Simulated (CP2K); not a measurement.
# GFN1-xTB run of SCl2O2 (SMILES O=S(=O)(Cl)Cl)

Aim: the energy change on altering one bond length of SCl2O2 at GFN1-xTB, from 2 runs. 

The calculation is run with CP2K 2026.2.

11 further runs of the same task are left out: 9 that didn't finish, 2 set aside as unsound or not needed.

## 1. The system as given

The species is SCl2O2 (5 atoms), meant as a singlet with charge 0. SMILES: `O=S(=O)(Cl)Cl`. Geometry: relaxed at PBE0-D4/def2-TZVP.

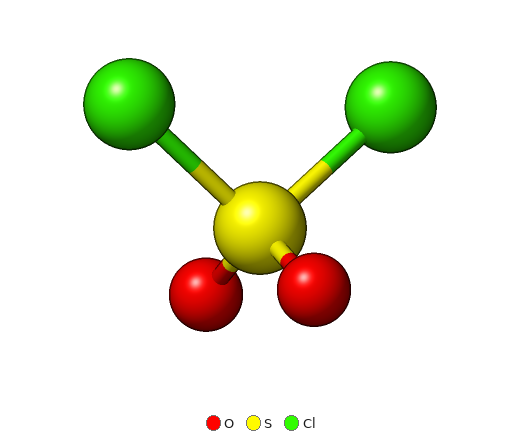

Viewed from a chosen angle; oxygen red, sulfur yellow, chlorine green.

## 2. A single-point energy at GFN1-xTB

Input file gas.inp:

```
&FORCE_EVAL
  METHOD Quickstep
  &DFT
    &QS
      METHOD XTB
      EPS_DEFAULT 1.0E-10
      &XTB
        GFN_TYPE 1
        CHECK_ATOMIC_CHARGES F
      &END XTB
    &END QS
    &POISSON
      PERIODIC NONE
      POISSON_SOLVER ANALYTIC
    &END POISSON
    &SCF
      SCF_GUESS ATOMIC
      EPS_SCF 1.0E-07
      MAX_SCF 150
      &DIAGONALIZATION
        ALGORITHM STANDARD
      &END DIAGONALIZATION
      &MIXING
        METHOD BROYDEN_MIXING
        ALPHA 0.2
        NBUFFER 8
      &END MIXING
    &END SCF
    &PRINT
      &MOMENTS
        PERIODIC F
        REFERENCE COM
        MAX_MOMENT 1
      &END MOMENTS
      &MO ON
        ENERGIES T
        OCCUPATION_NUMBERS T
        NDIGITS 6
        &EACH
          QS_SCF 0
        &END EACH
        ADD_LAST NUMERIC
      &END MO
      &HIRSHFELD OFF
      &END HIRSHFELD
    &END PRINT
  &END DFT
  &SUBSYS
    &CELL
      ABC 10.2 10.6 10.8
      PERIODIC NONE
    &END CELL
    &COORD
      UNIT bohr
      O      1.6366918     0.5674848    -2.3557326
      S     -0.1294462     0.2396173    -0.3737878
      O     -2.6110346     1.2353140    -0.4554240
      Cl    -0.3960866    -3.4869226     0.3399617
      Cl     1.4998756     1.4445066     2.8451717
    &END COORD
    &TOPOLOGY
      &CENTER_COORDINATES
      &END CENTER_COORDINATES
    &END TOPOLOGY
  &END SUBSYS
&END FORCE_EVAL

&GLOBAL
  PROJECT_NAME gas
  RUN_TYPE ENERGY
  PRINT_LEVEL MEDIUM
&END GLOBAL
```

Started as:

```bash
$ OMP_NUM_THREADS=1 cp2k.psmp -i gas.inp > gas.out 2>&1
```

Standard output:

```text
CP2K| version string:                                       CP2K version 2026.2
[...]
 GLOBAL| Method name                                                        CP2K
[...]
 GLOBAL| Run type                                                         ENERGY
[...]
                             - Atoms:                                          5
[...]
                             - Spherical basis functions:                     35
[...]
 Number of electrons:                                                         32
[...]
     1 NoMix/Diag. 0.20E+00    0.0     2.06017904       -20.6524717083 -2.07E+01
[...]
    46 Broy./Diag. 0.20E+00    0.0     0.00000009       -21.5135580677 -1.05E-06
  *** SCF run converged in    46 steps ***
[...]
 TB_DIPOLE| Moment [Debye]          0.86263527      -1.59540082       2.48669304
 TB_DIPOLE| Derivative [a.u.]       0.00000000       0.00000000       0.00000000
[...]
 ENERGY| Total FORCE_EVAL ( QS ) energy [hartree]            -21.513558067739357
[...]
```

Wall time 0.38 s (1 thread of Arm Neoverse V1, shared host).

## 3. The distorted shape

Input file qs.inp:

```
&GLOBAL
   PROJECT_NAME qs
   RUN_TYPE ENERGY
   PRINT_LEVEL MEDIUM
&END
&FORCE_EVAL
   METHOD QUICKSTEP
   &DFT
      CHARGE 0
      MULTIPLICITY 1
      &QS
         METHOD XTB
         EPS_DEFAULT 1.0E-10
         &XTB
            GFN_TYPE 1
            CHECK_ATOMIC_CHARGES F
         &END
      &END
      &POISSON
         PERIODIC NONE
         POISSON_SOLVER ANALYTIC
      &END
      &SCF
         SCF_GUESS ATOMIC
         EPS_SCF 1.0E-07
         MAX_SCF 40
         &OT ON
            MINIMIZER CG
            PRECONDITIONER FULL_SINGLE_INVERSE
         &END
         &OUTER_SCF
            EPS_SCF 1.0E-07
            MAX_SCF 10
         &END
      &END
      &PRINT
         &MOMENTS
            PERIODIC F
            REFERENCE COM
            MAX_MOMENT 1
         &END
         &MO_CUBES
            NLUMO 3
            NHOMO -1
            WRITE_CUBE F
         &END
         &HIRSHFELD OFF
         &END
      &END
   &END
   &SUBSYS
      &CELL
         ABC [angstrom] 10.2 13 10.8
         PERIODIC NONE
      &END
      &COORD
         UNIT bohr
         O      1.9566659     5.0394196    -3.2122491
         S      0.1905279     4.7115521    -1.2303043
         O     -2.2910605     5.7072488    -1.3119405
         Cl    -0.3960866    -3.4869226     0.3399617
         Cl     1.8198497     5.9164415     1.9886552
      &END
      &TOPOLOGY
         &CENTER_COORDINATES
         &END
      &END
   &END
&END
```

Started as:

```bash
$ OMP_NUM_THREADS=1 cp2k.psmp -i qs.inp > qs.out 2>&1
```

Standard output:

```text
CP2K| version string:                                       CP2K version 2026.2
[...]
 GLOBAL| Method name                                                        CP2K
[...]
 GLOBAL| Run type                                                         ENERGY
[...]
                             - Atoms:                                          5
[...]
                             - Spherical basis functions:                     35
[...]
 Number of electrons:                                                         32
[...]
     1 OT CG       0.80E-01    0.0     0.41099301       -20.1347098644 -2.01E+01
[...]
    32 OT CG       0.68E-01    0.0     0.00000005       -21.3891356159 -2.77E-13
  *** SCF run converged in    32 steps ***
[...]
 TB_DIPOLE| Moment [Debye]          1.28866901       0.66680493       2.64427803
 TB_DIPOLE| Derivative [a.u.]       0.00000000       0.00000000       0.00000000
[...]
 ENERGY| Total FORCE_EVAL ( QS ) energy [hartree]            -21.389135615905566
[...]
```

Wall time 1 s (1 thread of Arm Neoverse V1, shared host).

## 4. Results

Level: GFN1-xTB.

```
                                                          quantity         value
                                         first shape: total energy  -21.51356 Eh
            first shape: dipole moment (from atomic charges alone)        3.08 D
                                          first shape: HOMO energy     -13.42 eV
                                    first shape: dispersion energy  -6.16 kJ/mol
                                     distorted shape: total energy  -21.38914 Eh
        distorted shape: dipole moment (from atomic charges alone)        3.02 D
                                      distorted shape: HOMO energy     -12.74 eV
                                distorted shape: dispersion energy  -4.62 kJ/mol
energy change with the S2–Cl4 bond stretched from 2.013 to 4.428 Å      3.386 eV
```

**Reading.** One bond (distorted shape) is far stretched, which a spin-restricted single reference describes badly. With the S2–Cl4 bond stretched from 2.013 to 4.428 Å the energy rises by 3.39 eV (78 kcal/mol). The first shape isn't relaxed at this level, so the change isn't measured from a minimum. A restricted reference can't describe the breaking bond well at this length. The dipole (first shape) comes from point charges on the atoms alone, without atomic dipoles, so it is partial. The dipole (distorted shape) comes from point charges on the atoms alone, without atomic dipoles, so it is partial.
